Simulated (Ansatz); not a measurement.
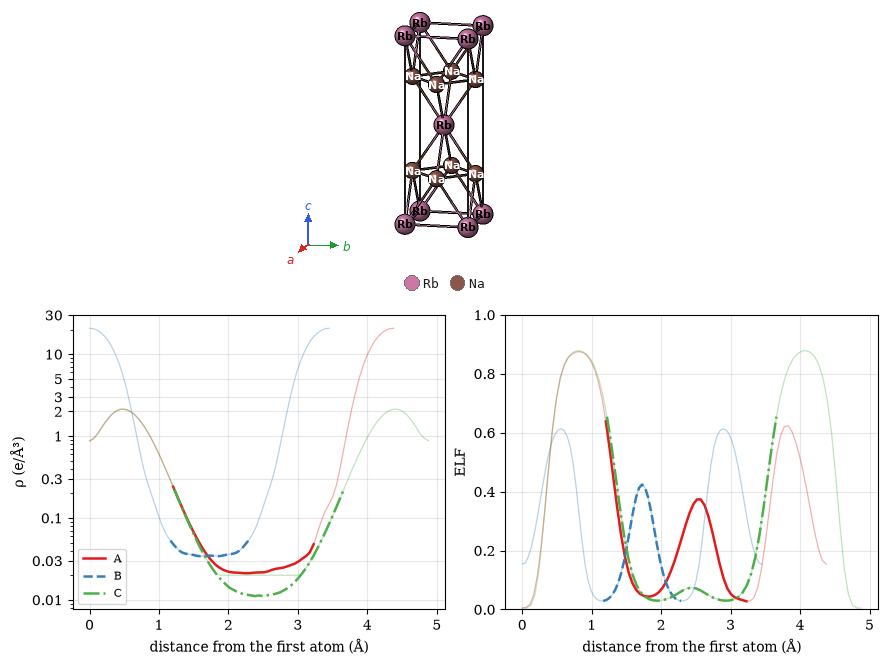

*RbNa2. Valence charge density (pseudo) and ELF along straight lines between neighbouring atoms. Thin, pale parts lie inside the atomic spheres. The structure is drawn too.*

Space group I4/mmm; a structure generated by program, which may or may not match a known phase; computed without spin polarisation.

Level of theory: DFT PBE, scalar-relativistic, plane waves, PAW (Ansatz 0.2.0).

The density is the valence pseudo-density of a PAW calculation; it isn't the true density close to the nuclei.

```
CELL_PARAMETERS angstrom
4.87936 0.00000 0.00000
0.00000 4.87936 0.00000
0.00000 0.00000 14.52816
ATOMIC_POSITIONS crystal
Rb 0.00000 0.00000 0.00000
Rb 0.50000 0.50000 0.50000
Na 0.00000 0.50000 0.25000
Na 0.50000 0.00000 0.75000
Na 0.50000 0.00000 0.25000
Na 0.00000 0.50000 0.75000
```

Q: Which curve belongs to which contact (Na–Na, Rb–Na and Rb–Rb)? The first atom named is at distance zero.

A: Curve A: Rb–Na (4.38 Å): the density is about 0.02 e/Å³ at the midpoint; the ELF is about 0.15 at the midpoint; no shared electron pair shows on this line. Curve B: Na–Na (3.45 Å): the density is about 0.03 e/Å³ at the midpoint; the ELF is about 0.40 at the midpoint. Curve C: Rb–Rb (4.88 Å): ρ at the midpoint is about 0.01 e/Å³; the ELF is about 0.05 at the midpoint; no localised pair shows between them.
